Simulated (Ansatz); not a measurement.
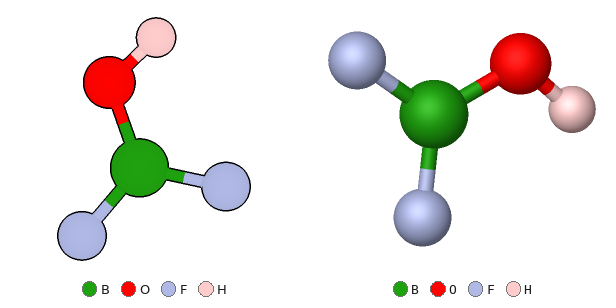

Two views of one molecule.

Description:

Formula BF2HO. The point group is Cs. All atoms lie on one plane. Coordination: 1 B trigonal planar; 1 O bent.

More results for the same structure follow; atom numbers are the same in all pictures, views and colours differ. The geometry was computed by an optimisation with PBE0-D4/def2-TZVP.

### Electronic properties

Level of theory: RKS PBE0-D4/def2-TZVP (Ansatz 0.2.0).

What does the calculation give?

- dipole moment: 2.01 D
- harmonic zero-point energy: 65.3 kJ/mol

### Thermal motion

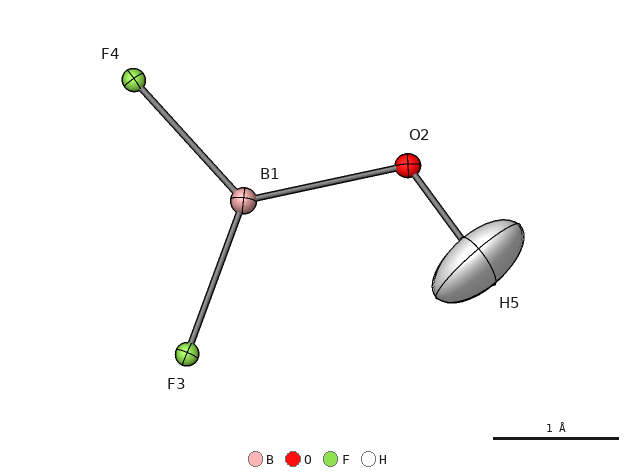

Displacement ellipsoids at the 50 % level, enlarged 2 times, from the internal vibrations of the free molecule (harmonic, no overall translation or rotation; no half-axis is drawn under 0.075 Å). Vibrations computed with RKS PBE0-D4/def2-TZVP (Ansatz 0.2.0). Temperature: 298 K.

Which atom moves most?

Answer. H5, with U_eq = 0.0193 Å².

Does H5 move more along its bond or across it?

Answer. Across it: the root-mean-square amplitude is 0.071 Å along the bond and up to 0.180 Å across, since bending and torsion are softer than stretching.

List U_eq and the three principal root-mean-square amplitudes for each kind of atom.

```
atom  U_eq (Å²)   rms amplitudes (Å)
  B1     0.0015  0.034, 0.035, 0.045
  O2    0.00079  0.016, 0.032, 0.033
  F3    0.00065  0.009, 0.030, 0.031
  F4    0.00065  0.010, 0.030, 0.031
  H5     0.0193  0.070, 0.143, 0.180
```

### Charges

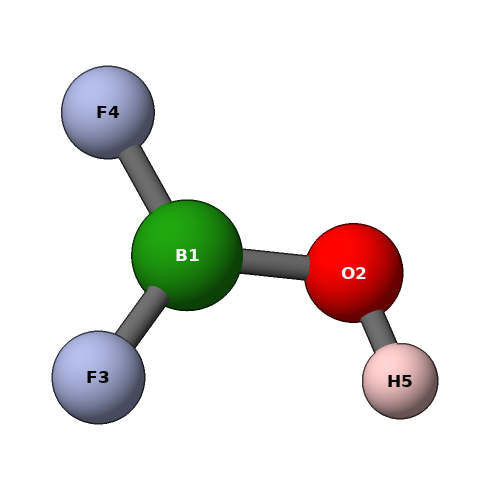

The questions are on Mulliken charges. Method: RKS PBE0-D4/def2-TZVP (Ansatz 0.2.0).

Which atom carries the highest charge (most positive or least negative)?

Answer. B1 (0.54 e).

And the lowest?

Answer. O2 (−0.40 e).

Give the Mulliken charges atom by atom.

```json
{"atom": "B1", "value (e)": "0.54"}
{"atom": "O2", "value (e)": "−0.40"}
{"atom": "F3", "value (e)": "−0.25"}
{"atom": "F4", "value (e)": "−0.24"}
{"atom": "H5", "value (e)": "0.34"}
```

Mulliken values depend strongly on the basis set and can even reverse the polarity of a bond.
